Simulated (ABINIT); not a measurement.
# Quasiparticle gap of SrTiO3 (Tausonite) in ABINIT

How does a plane-wave GW calculation on SrTiO3 (Tausonite) run from the first input to the gap?

Calculated with ABINIT 10.8.3; PBE and many-body steps on it, plane waves.

**What was measured.**

- Gap 3.77 eV: direct gap (M0 critical point); spectroscopic ellipsometry, second-derivative fit; 300 K; bulk crystal (commercial single crystal) (“Optical probe of ferroelectric order in bulk and thin film perovskite titanates”, 2013, arxiv:1309.1245).

Report form: the programs' logs are mostly left out.

### 1. The starting structure

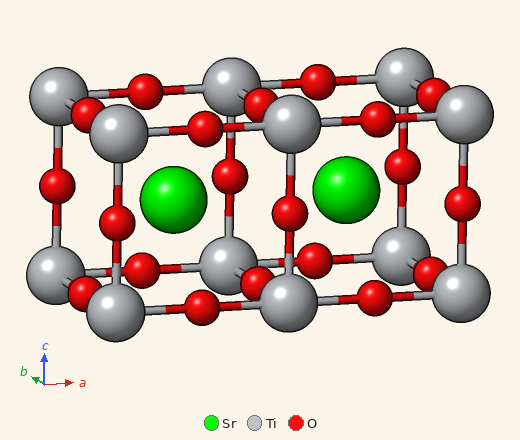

Start, viewed slightly off an axis; strontium green, titanium light grey, oxygen red. 2×1×1 cells are drawn. Some periodic images of atoms are drawn too.

The cell and positions come from the Crystallography Open Database and are kept as given unless a step says otherwise.

### 2. Ground state

This step: ABINIT 10.8.3; DFT, PBE, plane waves, norm-conserving pseudopotentials.

The ground-state density comes first.

run.abi

```
acell 3*1.0 Angstrom
rprim 
  3.905280000000 0.000000000000 0.000000000000
  0.000000000000 3.905280000000 0.000000000000
  0.000000000000 0.000000000000 3.905280000000
ntypat 3
znucl 38 22 8
natom 5
typat 1 2 3 3 3
xred 
  0.500000000000 0.500000000000 0.500000000000
  0.000000000000 0.000000000000 0.000000000000
  0.500000000000 0.000000000000 0.000000000000
  0.000000000000 0.500000000000 0.000000000000
  0.000000000000 0.000000000000 0.500000000000
pp_dirpath "pseudos"
pseudos "Sr.upf, Ti.upf, O.upf"
ecut 38
ngkpt 6 6 6
nshiftk 1
shiftk 0 0 0
kptopt 1
chksymbreak 0
nband 26
occopt 1
tolvrs 1e-10
nstep 60
prtwf 0
optforces 0
optstress 0
indata_prefix "in"
outdata_prefix "out"
tmpdata_prefix "tmp"
```

Started as:

```bash
$ OMP_NUM_THREADS=1 mpirun -n 8 abinit run.abi > log
```

Wall time 20 s (8 MPI ranks of Arm Neoverse V2, shared host); peak memory 0.64 GiB.

This step gave:

```
total energy               : -3905.9454 eV
gap                        : 1.908 eV
k of the valence top       : 0.5, 0.5, 0.5
k of the conduction bottom : 0, 0, 0
least direct gap           : 2.263 eV
```

The gap is indirect, with the least direct gap 0.36 eV higher.

### 3. Empty states on the mesh, 4×4×4 mesh, 98 bands

The sums over transitions need many empty states on a uniform mesh; this step solves for them.

run.abi, as its differences from that of step 2:

```diff
@@ -18,3 +18,3 @@
 ecut 38
-ngkpt 6 6 6
+ngkpt 4 4 4
 nshiftk 1
@@ -23,9 +23,10 @@
 chksymbreak 0
-nband 26
-occopt 1
-tolvrs 1e-10
+iscf -2
+irdden 1
+istwfk *1
+nband 98
+nbdbuf 8
+tolwfr 1e-09
 nstep 60
-prtwf 0
-optforces 0
-optstress 0
+prtvol 0
 indata_prefix "in"
```

Wall time 23 s (8 MPI ranks); peak memory 0.6 GiB; 3 min of CPU time.

Numbers from this step:

* gap: 1.908 eV
* k of the valence top: 0.5, 0.5, 0.5
* k of the conduction bottom: 0, 0, 0
* least direct gap: 2.263 eV
* k points computed: 10
* lowest point of the top converged band, above the valence top: 51.9865 eV

On this mesh the gap is 1.908 eV.

### 4. Screening, 4×4×4 mesh, 90 bands, screening to 130.6 eV

The RPA dielectric matrix is built and inverted for each q.

This step: RPA screening on PBE, plane waves, norm-conserving pseudopotentials.

run.abi, as its differences from that of step 3:

```diff
@@ -23,10 +23,11 @@
 chksymbreak 0
-iscf -2
-irdden 1
 istwfk *1
-nband 98
-nbdbuf 8
-tolwfr 1e-09
-nstep 60
-prtvol 0
+occopt 1
+irdwfk 1
+optdriver 3
+nband 90
+ecuteps 4.8
+inclvkb 2
+awtr 1
+symchi 1
 indata_prefix "in"
```

The job ended after 23 s (8 MPI ranks; peak memory 1.6 GiB; 3.1 min of CPU time).

Numbers from this step:

- ε∞ with local fields, on this mesh, along the program's q direction: 6.404
- the same without local fields: 6.761
- plasma frequency: 30.43 eV
- plane waves in the screening matrix: 203

Local fields lower ε∞ by 5 %. On a Γ-centred mesh this coarse the value itself is usually too large, while a short band sum pulls it down.

### 5. Self-energy, 4×4×4 mesh, 90 bands, screening to 130.6 eV

The self-energy is evaluated for the states that the input lists, and the levels follow from it, in one-shot runs by the linearised quasiparticle equation.

This step: G0W0 on PBE, plane waves, norm-conserving pseudopotentials.

run.abi, as its differences from that of step 4:

```diff
@@ -26,8 +26,17 @@
 irdwfk 1
-optdriver 3
+optdriver 4
 nband 90
+gwcalctyp 0
+ecutsigx 38
+symsigma 1
+nkptgw 2
+kptgw 
+  0.5000000000 0.5000000000 0.5000000000
+  0.0000000000 0.0000000000 0.0000000000
+bdgw 
+  18 23
+  18 23
 ecuteps 4.8
-inclvkb 2
-awtr 1
-symchi 1
+irdscr 1
+ppmodel 1
 indata_prefix "in"
```

The job ended after 6 s (8 MPI ranks; peak memory 1.7 GiB).

This step gave:

```yaml
g0w0_gap_on_the_points_computed: 3.532 eV
starting_gap_on_the_mesh: 1.908 eV
k_of_the_valence_top: 0.5, 0.5, 0.5
k_of_the_conduction_bottom: 0, 0, 0
z_at_the_valence_top: 0.77
z_at_the_conduction_bottom: 0.783
least_direct_g0w0_gap_on_the_computed_points: 3.909 eV
```

The gap on the mesh goes from 1.91 eV to 3.53 eV, a correction of +1.62 eV.

Limits: finite bands, cutoff and mesh; no spin-orbit coupling; coarse k mesh. v1 is the top filled band, c1 the lowest empty one. The levels before and after the correction (eV, zero at the valence-band top of each column):

|  | conduction bottom | valence top |
| --- | --- | --- |
| Kohn-Sham | 1.91 | 0.00 |
| G0W0 | 3.53 | 0.00 |

|  | level | energy (eV) |
| --- | --- | --- |
| Kohn-Sham | (0.5 0.5 0.5) v3-v1 | 0.000 |
| Kohn-Sham | (0.5 0.5 0.5) c1-c3 | 4.517 |
| Kohn-Sham | Γ v3-v1 | -0.355 |
| Kohn-Sham | Γ c1-c3 | 1.908 |
| G0W0 | (0.5 0.5 0.5) v3-v1 | 0.000 |
| G0W0 | (0.5 0.5 0.5) c1-c3 | 6.467 |
| G0W0 | Γ v3-v1 | -0.377 |
| G0W0 | Γ c1-c3 | 3.532 |

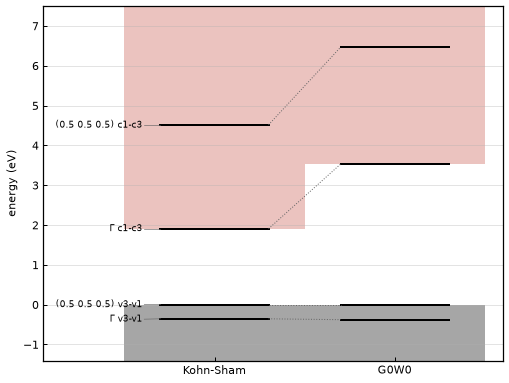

Levels before and after the correction. Shaded: valence and conduction bands.

### 6. Where the time went

Times are wall times on 8 MPI ranks of Arm Neoverse V2, shared host, good to a factor of about two.

| step | time | share | memory (GiB) |
| --- | --- | --- | --- |
| ground state | 20 s | 27 % | 0.64 |
| empty states on the mesh | 23 s | 32 % | 0.6 |
| screening | 23 s | 33 % | 1.6 |
| self-energy | 6 s | 8 % | 1.7 |

### 7. What came out

```json
{
  "PBE gap": "1.91 eV, indirect",
  "G0W0 gap on the mesh": "3.53 eV",
  "GW settings": "4×4×4 mesh, 90 bands, screening to 130.6 eV, Godby-Needs plasmon pole",
  "known limits": "not at the basis limit; no spin-orbit coupling; coarse k mesh"
}
```

In words: G0W0 moves the gap on the mesh from 1.91 eV to 3.53 eV (+1.62 eV), with Z of 0.77 and 0.78 at the edges. Local fields lower the RPA ε∞ on this mesh from 6.76 to 6.40; a Γ-centred mesh this coarse tends to raise both, most where the direct gap is narrow, while a short band sum lowers them. Only 2 of the mesh's irreducible points were corrected, so a valley elsewhere could overtake. Against experiment, by G0W0@PBE: the direct gap of 3.91 eV lies +0.14 eV from the measured 3.77 eV (direct, 300 K, 2013). An exciton line or allowed optical edge lies below the quasiparticle gap by the binding energy; a forbidden edge can push the onset above it. The calculation has static nuclei and no excitons; a measured gap holds zero-point and thermal motion, which mostly lowers it. Bands and cutoff are finite, so the gap is not at the basis limit. The miss can reach some tenths of an eV and take either sign; the mesh is an error of its own. In the G0W0 run levels were corrected at 2 k points alone, so a gap called «on the mesh» is the least over those, and an edge elsewhere would be missed. The 4×4×4 mesh is coarse for this cell, which bears on the long-range parts of exchange and screening. This is the ideal cubic cell; many perovskites, halides above all, are cubic only on average, and local tilts or off-centring can widen the gap. The many-body steps are scalar-relativistic: spin-orbit coupling is not in them.

[Paths, hosts, dates, memory and timing lines, banners, echoed tables and standing remarks are left out of the program output.]

[Logs are printed without paths, hosts, clocks, repeated set-up lines and the standing remarks that a program may print on its own settings, such as how far it seeks lower states.]

[Runs of the session that timed out or met a known fault of the program may be left out.]

[Hosts, paths, dates, database ids (printed as entryN), source tags and the programs' standing remarks are cut or masked in the printed files.]

[G0W0 gaps are taken among the corrected bands and points alone; a level outside them can change the order at an edge.]

[Where Ansatz stands beside ABINIT at settings called matched, ABINIT's density can come from a denser mesh and the files from another edition; pairs whose starting gaps differed by over 0.03 eV were left out, so agreement reads better than it is.]
